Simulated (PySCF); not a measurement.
# SF4 (sulfur tetrafluoride) at 5 levels

We compute a comparison of 5 runs (B3LYP/6-311+G**, M06-L/6-311+G**, PBE/6-311+G**, PBE0/6-311+G**, r2SCAN/6-311+G**) of SF4 (sulfur tetrafluoride). 

The results are computed with PySCF 2.14.0.

**1. The molecule**

The species is SF4 (5 atoms), meant as a singlet with charge 0. As SMILES, `FS(F)(F)F`. One bond was lengthened or shortened from a relaxed shape.

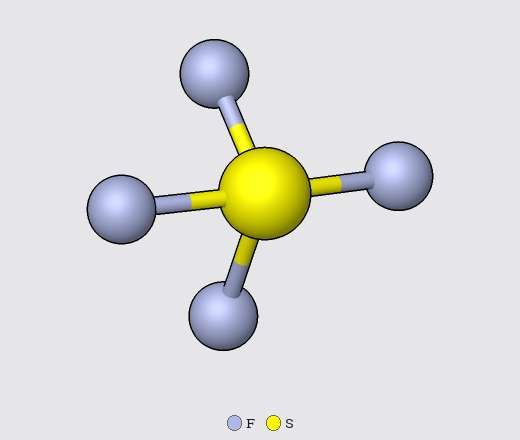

Viewed from a chosen angle; fluorine light blue, sulfur yellow.

**2. A single-point energy at B3LYP/6-311+G(d,p) (run 1)**

File input.py:

```python
from pyscf import gto, dft

mol = gto.Mole()
mol.atom = [
    ('F', (-0.611700, -0.450345, 1.220825)),
    ('S', (0.013500, -0.579745, -0.194975)),
    ('F', (1.486200, -0.684345, 0.539425)),
    ('F', (-1.490600, -0.299645, -0.810175)),
    ('F', (0.400600, 1.124600, -0.563100)),
]
mol.spin = 0
mol.basis = '6-311+g**'
mol.verbose = 3
mol.max_memory = 1860
mol.build()

ks = dft.RKS(mol, xc='b3lyp')
ks.conv_tol = 1e-10
ks.grids.level = 5
ks.kernel()
if not ks.converged:
    ks = ks.newton().run(ks.mo_coeff, ks.mo_occ)

e_tot = ks.e_tot
print(f'total energy: {e_tot:.8f} hartree')
```

Started as:

```sh
$ OMP_NUM_THREADS=1 python input.py
```

Standard output:

```text
converged SCF energy = -797.606553987625
total energy: -797.60655399 hartree
```

Run time: 28 s. Hardware: 1 thread of Intel Xeon at 2.70GHz, shared host; peak memory 0.65 GiB.

**3. A single-point energy at M06-L/6-311+G(d,p) (run 2)**

File calc.py:

```python
from pyscf import gto, dft

molecule = gto.M(
    atom='''
F       -0.611700      -0.450345       1.220825
S        0.013500      -0.579745      -0.194975
F        1.486200      -0.684345       0.539425
F       -1.490600      -0.299645      -0.810175
F        0.400600       1.124600      -0.563100
''',
    verbose=4,
    spin=0,
    charge=0,
    max_memory=1860,
    basis='6-311+g**',
)

mf = dft.RKS(molecule, xc='m06-l')
mf.grids.level = 5
mf.conv_tol = 1e-10
mf.kernel()
if not mf.converged:
    mf = mf.newton().run(mf.mo_coeff, mf.mo_occ)

e_final = mf.e_tot
print('E(%s) = %.9f' % ('M06-L', e_final))
```

Started as:

```sh
$ OMP_NUM_THREADS=1 python calc.py
```

Standard output:

```text
PySCF version 2.14.0

[INPUT] num. atoms = 5
[INPUT] num. electrons = 52
[INPUT] charge = 0
[INPUT] spin (= nelec alpha-beta = 2S) = 0
[INPUT] symmetry False subgroup None
[INPUT] Mole.unit = angstrom
[INPUT] Symbol           X                Y                Z      unit          X                Y                Z       unit  Magmom
[INPUT]  1 F     -0.611700000000  -0.450345000000   1.220825000000 AA   -1.155945470396  -0.851028711567   2.307024896022 Bohr   0.0
[INPUT]  2 S      0.013500000000  -0.579745000000  -0.194975000000 AA    0.025511302682  -1.095559272086  -0.368449351137 Bohr   0.0
[INPUT]  3 F      1.486200000000  -0.684345000000   0.539425000000 AA    2.808510966329  -1.293224624715   1.019365514744 Bohr   0.0
[INPUT]  4 F     -1.490600000000  -0.299645000000  -0.810175000000 AA   -2.816825761277  -0.566246984595  -1.531008862969 Bohr   0.0
[INPUT]  5 F      0.400600000000   1.124600000000  -0.563100000000 AA    0.757024285501   2.125185999686  -1.064104780743 Bohr   0.0

nuclear repulsion = 288.410427368978
number of shells = 54
number of NR pGTOs = 189
number of NR cGTOs = 118
basis = 6-311+g**
ecp = {}

******** <class 'pyscf.dft.rks.RKS'> ********
method = RKS
initial guess = minao
damping factor = 0
level_shift factor = 0
DIIS = <class 'pyscf.scf.diis.CDIIS'>
diis_start_cycle = 1
diis_space = 8
diis_damp = 0
SCF conv_tol = 1e-10
SCF conv_tol_grad = None
SCF max_cycles = 50
direct_scf = True
direct_scf_tol = 1e-13
XC library pyscf.dft.libxc version 7.0.0
    S. Lehtola, C. Steigemann, M. J.T. Oliveira, and M. A.L. Marques.,  SoftwareX 7, 1–5 (2018)
XC functionals = m06-l
    Y. Zhao and D. G. Truhlar.,  Theor. Chem. Acc. 120, 215 (2008)
radial grids:
    Treutler-Ahlrichs [JCP 102, 346 (1995); DOI:10.1063/1.469408] (M4) radial grids

becke partition: Becke, JCP 88, 2547 (1988); DOI:10.1063/1.454033
pruning grids: <function nwchem_prune>
grids dens level: 5
symmetrized grids: False
atomic radii adjust function: <function treutler_atomic_radii_adjust>
small_rho_cutoff = 0
Set gradient conv threshold to 1e-05
Initial guess from minao.
tot grids = 218560
init E= -798.187596418931
  HOMO = -0.338027922899386  LUMO = -0.119425272122703  gap/eV = 5.94848
cycle= 1 E= -797.288548309168  delta_E= 0.899  |g|= 1.18  |ddm|= 2.58
  HOMO = -0.253884721854158  LUMO = -0.199477729067087  gap/eV = 1.48049
cycle= 2 E= -796.177494104919  delta_E= 1.11  |g|= 2.78  |ddm|= 2.83
  HOMO = -0.336894589962091  LUMO = -0.178340901032072  gap/eV = 4.31447
cycle= 3 E= -797.497838490577  delta_E= -1.32  |g|= 0.418  |ddm|= 2.12
  HOMO = -0.339708148008894  LUMO = -0.163880136070709  gap/eV = 4.78452
cycle= 4 E= -797.519602872355  delta_E= -0.0218  |g|= 0.238  |ddm|= 0.439
  HOMO = -0.337348009241988  LUMO = -0.170073626343436  gap/eV = 4.55177
cycle= 5 E= -797.52876757851  delta_E= -0.00916  |g|= 0.0595  |ddm|= 0.17
  HOMO = -0.33982284851593  LUMO = -0.169104327411502  gap/eV = 4.64549
cycle= 6 E= -797.529259064856  delta_E= -0.000491  |g|= 0.0233  |ddm|= 0.0474
  HOMO = -0.338570428263252  LUMO = -0.168897221623037  gap/eV = 4.61704
cycle= 7 E= -797.529357308649  delta_E= -9.82e-05  |g|= 0.00324  |ddm|= 0.0202
  HOMO = -0.338460820364181  LUMO = -0.168645289841186  gap/eV = 4.62092
cycle= 8 E= -797.529359297311  delta_E= -1.99e-06  |g|= 0.000902  |ddm|= 0.00422
  HOMO = -0.338574097370141  LUMO = -0.168774897338237  gap/eV = 4.62047
cycle= 9 E= -797.529359481791  delta_E= -1.84e-07  |g|= 0.000163  |ddm|= 0.00113
  HOMO = -0.338560428525542  LUMO = -0.168766894781703  gap/eV = 4.62032
cycle= 10 E= -797.529359486414  delta_E= -4.62e-09  |g|= 1.57e-05  |ddm|= 0.000132
  HOMO = -0.338559819455716  LUMO = -0.168765765702979  gap/eV = 4.62033
cycle= 11 E= -797.52935948639  delta_E= 2.41e-11  |g|= 2.08e-05  |ddm|= 3.69e-05
  HOMO = -0.338560194393054  LUMO = -0.16876611731664  gap/eV = 4.62033
cycle= 12 E= -797.529359486464  delta_E= -7.37e-11  |g|= 5.54e-06  |ddm|= 1.72e-05
  HOMO = -0.338560519307389  LUMO = -0.168766569212315  gap/eV = 4.62033
Extra cycle  E= -797.52935948644  delta_E= 2.41e-11  |g|= 1.32e-05  |ddm|= 1.57e-05
converged SCF energy = -797.52935948644
E(M06-L) = -797.529359486
```

It took 41 s on 1 thread of Intel Xeon at 2.70GHz, shared host; peak memory 0.68 GiB.

Runs 3 to 4 aren't shown in full; the table further down has their settings and results.

**4. The energy at r2SCAN/6-311+G(d,p) (run 5)**

File input.py:

```python
from pyscf import gto, dft

mol = gto.M(
    atom='''
F     -1.155945    -0.851029     2.307025
S      0.025511    -1.095559    -0.368449
F      2.808511    -1.293225     1.019366
F     -2.816826    -0.566247    -1.531009
F      0.757024     2.125186    -1.064105
''',
    verbose=3,
    unit='bohr',
    basis='6-311+g**',
    charge=0,
    max_memory=1860,
)

mf = dft.RKS(mol, xc='r2scan')
mf.conv_tol = 1e-10
mf.grids.level = 5
mf.kernel()
if not mf.converged:
    mf = mf.newton().run(mf.mo_coeff, mf.mo_occ)

e_final = mf.e_tot
print(f'total energy: {e_final:.8f} hartree')
```

Started as:

```sh
$ OMP_NUM_THREADS=1 python input.py
```

Standard output:

```text
converged SCF energy = -797.413607551858
total energy: -797.41360755 hartree
```

Run time: 43 s. Hardware: 1 thread of Intel Xeon at 2.70GHz, shared host; peak memory 0.68 GiB.

**5. All runs side by side**

```tsv
run	level	energy (Eh)	dipole moment (D)	HOMO energy (eV)	LUMO energy (eV)	wall time
1	B3LYP/6-311+G**	-797.606554	1.80	-10.39	-4.14	28 s
2	M06-L/6-311+G**	-797.529359	1.75	-9.21	-4.59	41 s
3	PBE/6-311+G**	-797.077496	1.69	-8.95	-4.72	29 s
4	PBE0/6-311+G**	-797.070758	1.76	-10.60	-3.85	24 s
5	r2SCAN/6-311+G**	-797.413608	1.70	-9.30	-4.68	43 s
```

**6. What came out**

| quantity | value |
| --- | --- |
| run 5: total energy | -797.41361 Eh |
| run 5: dipole moment | 1.70 D |
| run 5: HOMO energy | -9.30 eV |
| run 5: LUMO energy | -4.68 eV |
| run 5: HOMO–LUMO gap | 4.62 eV |

**Reading.** The dipole moment (its size) runs from 1.69 D (PBE/6-311+G**) to 1.80 D (B3LYP/6-311+G**). The HOMO–LUMO gap runs from 4.23 eV (PBE/6-311+G**) to 6.75 eV (PBE0/6-311+G**). Totals of different functionals can't be ranked against each other. All runs together took 2.8 min, the longest 43 s.
